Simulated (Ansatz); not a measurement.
**BH3F− (SMILES [H][B-]([H])([H])F) at 6 levels**

Wanted: a comparison of 6 runs (BLYP/STO-3G, CAM-B3LYP/STO-3G, PBE/STO-3G, PBE0/STO-3G, RPA@PBE/STO-3G, CCSDT(Q)/STO-3G) of BH3F−. 

The results are computed with Ansatz 0.2.0.

3 further runs of the same task are left out: 2 that didn't finish, 1 set aside as unsound or not needed.

## Step 1: The structure to begin with

BH3F− has 5 atoms, charge -1, and is taken as a singlet. SMILES: `[H][B-]([H])([H])F`. The H5–B1 distance was set to 2.452 Å, away from the relaxed value. At this shape a bond of the SMILES string is far longer than usual.

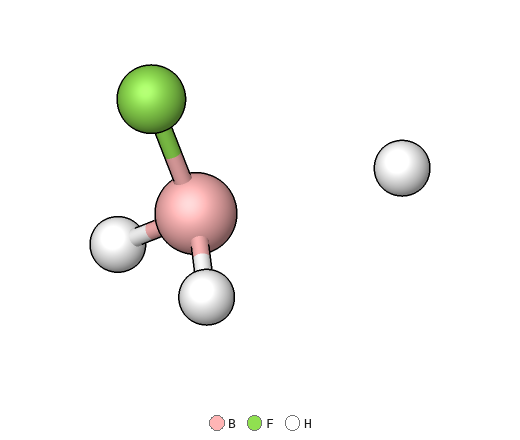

The structure, seen from a chosen angle (boron pink, fluorine green, hydrogen white).

## Step 2: A single-point energy at BLYP/STO-3G (run 1)

Contents of run.yaml:

```yaml
crystal:
  periodic: [false, false, false]
  atoms:
    - symbol: B
      position_ang: [0.580989, 1.004542, 0.339453]
    - symbol: F
      position_ang: [0.593839, 0.983242, 1.785813]
    - symbol: H
      position_ang: [1.741409, 1.015902, -0.057687]
    - symbol: H
      position_ang: [-0.009211, 2.016832, -0.027557]
    - symbol: H
      position_ang: [-0.581670, -1.003790, -0.453700]
basis:
  gaussian: {orbitals: STO-3G}
total_charge: -1
hamiltonian: {xc: {name: BLYP}}
accuracy: high
```

Started as:

```bash
$ ansatz run run.yaml --threads 1 --pin off --max-ram 2610MiB --events-out events.jsonl --progress --plain --runs-dir runs
```

The log of the run:

```text
Warning: RAYON_NUM_THREADS=1 ignored (pool sized by the plan → 1); use --threads N
Functional definition: BLYP
  name "BLYP"
  parameter beta = 0.0042
  parameter a = 0.04918
  parameter b = 0.132
  parameter c = 0.2533
  parameter d = 0.349
  exchange = b88_x(beta = beta)
  correlation = lyp_c(a = a, b = b, c = c, d = d)
207 factors; integrals over basis functions are off by at most 1.0e-8 eV
mean field evaluation 1: about -3348.9796 eV, gradient 1.1e2 eV
mean field evaluation 2: about -3347.5518 eV, gradient 5.3e1 eV
mean field evaluation 4: about -3376.2824 eV, gradient 4.0e1 eV
mean field evaluation 8: about -3383.9723 eV, gradient 2.1e1 eV
mean field evaluation 16: about -3386.3853 eV, gradient 1.4e-8 eV
mean field -3386.38534651 eV, -124.4473661097 hartree, gradient 9.8e-9 eV, S^2 0.000000; 0 other end points of the search recorded, 0 dependent functions left out
reference -3386.38538006 eV, -124.4473673428 hartree; 9, 9 occupied and 4, 4 virtual orbitals, 207 factors
Total energy: -3386.38538006 eV, -124.4473673428 hartree
```

Wall time 0.83 s (1 thread of Arm Neoverse V1, shared host).

## Step 3: A single-point energy at CAM-B3LYP/STO-3G (run 2)

Contents of molecule.yaml:

```yaml
crystal:
  periodic: [false, false, false]
  atoms:
    - {symbol: B, position_ang: [0.580989, 1.004542, 0.339453]}
    - {symbol: F, position_ang: [0.593839, 0.983242, 1.785813]}
    - {symbol: H, position_ang: [1.741409, 1.015902, -0.057687]}
    - {symbol: H, position_ang: [-0.009211, 2.016832, -0.027557]}
    - {symbol: H, position_ang: [-0.581670, -1.003790, -0.453700]}
basis:
  gaussian: {orbitals: STO-3G}
total_charge: -1
magnetization: {spin_polarized: false}
hamiltonian: {xc: {name: CAM-B3LYP}}
accuracy: high
```

Started as:

```bash
$ ansatz run molecule.yaml --threads 1 --pin off --max-ram 2610MiB --events-out events.jsonl --progress --plain --runs-dir runs
```

The log of the run:

```text
Warning: RAYON_NUM_THREADS=1 ignored (pool sized by the plan → 1); use --threads N
Functional definition: CAM-B3LYP
  name "CAM-B3LYP"
  parameter alpha = 0.19
  parameter beta = 0.46
  parameter omega = 0.33/bohr
  parameter ac = 0.81
  exchange = (1 - alpha - beta)*b88_x + beta*b88_x_sr(omega) + alpha*exact_x + beta*exact_x_lr(omega)
  correlation = (1 - ac)*vwn5_c + ac*lyp_c
207 factors; integrals over basis functions are off by at most 1.0e-8 eV
132 factors; integrals over basis functions are off by at most 1.1e-9 eV
mean field evaluation 1: about -3378.7218 eV, gradient 3.6e1 eV
mean field evaluation 2: about -3374.1067 eV, gradient 3.8e1 eV
mean field evaluation 4: about -3385.5355 eV, gradient 1.6e0 eV
mean field evaluation 8: about -3385.5021 eV, gradient 2.4e-2 eV
mean field evaluation 16: about -3385.5021 eV, gradient 1.1e-7 eV
mean field -3385.50206923 eV, -124.4149062684 hartree, gradient 6.8e-9 eV, S^2 0.000000; 0 other end points of the search recorded, 0 dependent functions left out
reference -3385.50208121 eV, -124.4149067089 hartree; 9, 9 occupied and 4, 4 virtual orbitals, 207 factors
Total energy: -3385.50208121 eV, -124.4149067089 hartree
```

Wall time 0.85 s (1 thread of Arm Neoverse V1, shared host).

Run 3 isn't shown in full; the table further down has it.

## Step 4: A single-point energy at PBE0/STO-3G (run 4)

Contents of job.yaml:

```yaml
crystal:
  periodic: [false, false, false]
  atoms:
    - {symbol: B, position_ang: [0.580989, 1.004542, 0.339453]}
    - {symbol: F, position_ang: [0.593839, 0.983242, 1.785813]}
    - {symbol: H, position_ang: [1.741409, 1.015902, -0.057687]}
    - {symbol: H, position_ang: [-0.009211, 2.016832, -0.027557]}
    - {symbol: H, position_ang: [-0.581670, -1.003790, -0.453700]}
basis:
  gaussian: {orbitals: STO-3G}
total_charge: -1
hamiltonian: {xc: pbe0}
accuracy: high
```

Started as:

```bash
$ ansatz run job.yaml --threads 1 --pin off --max-ram 2610MiB --events-out events.jsonl --progress --plain --runs-dir runs
```

The log of the run:

```text
Warning: RAYON_NUM_THREADS=1 ignored (pool sized by the plan → 1); use --threads N
Functional definition: PBE0
  name "PBE0"
  parameter a = 0.25
  parameter kappa = 0.804
  parameter beta = 0.06672455060314922
  exchange = (1 - a)*pbe_x(kappa = kappa, mu = beta*pi^2/3) + a*exact_x
  correlation = pbe_c(beta = beta)
207 factors; integrals over basis functions are off by at most 1.0e-8 eV
mean field evaluation 1: about -3371.0990 eV, gradient 5.8e1 eV
mean field evaluation 2: about -3364.4563 eV, gradient 4.3e1 eV
mean field evaluation 4: about -3383.7996 eV, gradient 6.3e0 eV
mean field evaluation 8: about -3384.0061 eV, gradient 2.5e-2 eV
mean field evaluation 16: about -3383.9632 eV, gradient 1.2e-6 eV
mean field -3383.96320859 eV, -124.3583541831 hartree, gradient 2.6e-8 eV, S^2 0.000000; 0 other end points of the search recorded, 0 dependent functions left out
reference -3383.96320981 eV, -124.3583542280 hartree; 9, 9 occupied and 4, 4 virtual orbitals, 207 factors
Total energy: -3383.96320981 eV, -124.3583542280 hartree
```

Wall time 0.7 s (1 thread of Arm Neoverse V1, shared host).

Run 5 isn't shown in full; the table further down has it.

## Step 5: A single-point energy at CCSDT(Q)/STO-3G (run 6)

Contents of input.yaml:

```yaml
crystal:
  periodic: [false, false, false]
  atoms:
    - symbol: B
      position_ang: [0.580989, 1.004542, 0.339453]
    - symbol: F
      position_ang: [0.593839, 0.983242, 1.785813]
    - symbol: H
      position_ang: [1.741409, 1.015902, -0.057687]
    - symbol: H
      position_ang: [-0.009211, 2.016832, -0.027557]
    - symbol: H
      position_ang: [-0.581670, -1.003790, -0.453700]
basis:
  gaussian: {orbitals: STO-3G}
total_charge: -1
scf: {omitted_lower_state_checks: [cluster_reference, increment]}
accuracy: high
correlation: {method: ccsdt_q, frozen_orbitals: {B: 1, F: 1, H: 0}}
```

Started as:

```bash
$ ansatz run input.yaml --threads 1 --pin off --max-ram 2610MiB --events-out events.jsonl --progress --plain --runs-dir runs
```

The log of the run:

```text
Warning: RAYON_NUM_THREADS=1 ignored (pool sized by the plan → 1); use --threads N
[... 11 lines left out ...]
2 core orbitals not correlated: weight in the atoms' cores, before any rotation towards them, 1.000 or more for the frozen orbitals, at most 0.000 for the correlated occupied ones
[... 29 lines left out ...]
WARN: these amplitudes may be one of several solutions (largest doubles amplitude 0.36, level shift 1.05 eV)
Total energy: -3372.96992982 eV, -123.9543586398 hartree
Checks for a lower state left out: cluster_reference, increment
```

Wall time 0.2 s (1 thread of Arm Neoverse V1, shared host).

## Step 6: Overview of the runs

```
run             level  frozen core orbitals  energy (Eh)  wall time
  1       BLYP/STO-3G                     –  -124.447367     0.83 s
  2  CAM-B3LYP/STO-3G                     –  -124.414907     0.85 s
  3        PBE/STO-3G                     –  -124.347690     0.83 s
  4       PBE0/STO-3G                     –  -124.358354      0.7 s
  5    RPA@PBE/STO-3G                     2  -124.015555      1.2 s
  6   CCSDT(Q)/STO-3G                     2  -123.954359      0.2 s
```

## Step 7: Results

```
                                          quantity          value
                               run 6: total energy  -123.95436 Eh
run 6: correlation energy (2 core orbitals frozen)     -125.6 mEh
                              run 6: T1 diagnostic          0.046
```

Totals of different functionals can't be ranked against each other. In run 6 the log says that unrestricted orbitals would lower the reference, so the values rest on an unstable closed-shell determinant (other closed-shell runs at this shape may share the fault). In runs 1, 2, 3, 4, 5, 6 the basis is minimal, so the values are rough. All runs together took 4.6 s, the longest 1.2 s.
